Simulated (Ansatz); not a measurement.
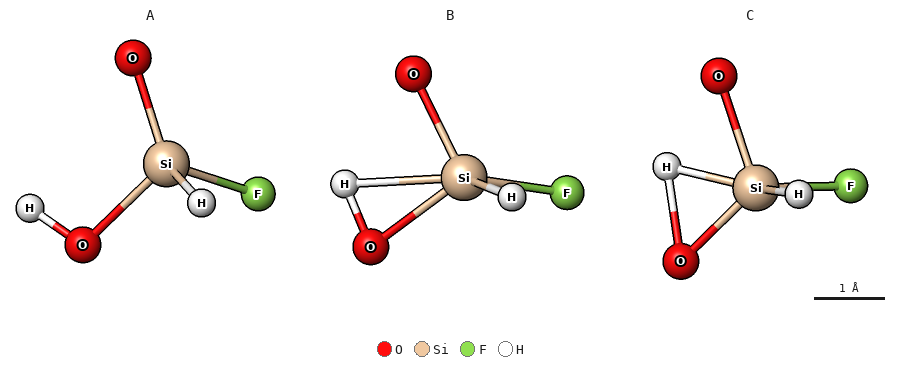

3 geometries from one relaxation of SiH$_{2}$O$_{2}$F (charge −1), in shuffled order. The picture is a ball-and-stick view, seen at a tilt.

It is one of the separated reactants of a reaction.

All numbers below come from RKS PBE-D4/def2-SVPD (Ansatz). Settings: force threshold 0.03 eV/Å; at most 250 steps.

**Put them in the order of the run, from the start to the converged end.**

C, B, A. They are steps 0, 5, 12, at +60.4 kcal/mol, +15.2 kcal/mol relative to the last. An H atom moves most after the best rigid fit: 0.82 Å. Largest moves by element: H 0.82 Å, Si 0.38 Å, O 0.35 Å, F 0.16 Å. Among the contacts that change: H–Si 1.420 → 2.205 Å, H–O 1.380 → 0.974 Å, O–Si 1.549 → 1.734 Å, O–Si 1.687 → 1.587 Å. Bonds break: H–Si (1.42 → 2.21 Å). Bond angles that change, for instance: O–Si–H 103.8° → 119.2°, O–Si–F 116.5° → 101.4°, O–Si–H 118.0° → 103.1°. The energy falls by 60.4 kcal/mol in 12 geometry steps. Largest force component: 8.1 eV/Å at the start, 0.0091 eV/Å at the end. The run took 19 s on 2 threads of Arm Neoverse V2 (shared host).
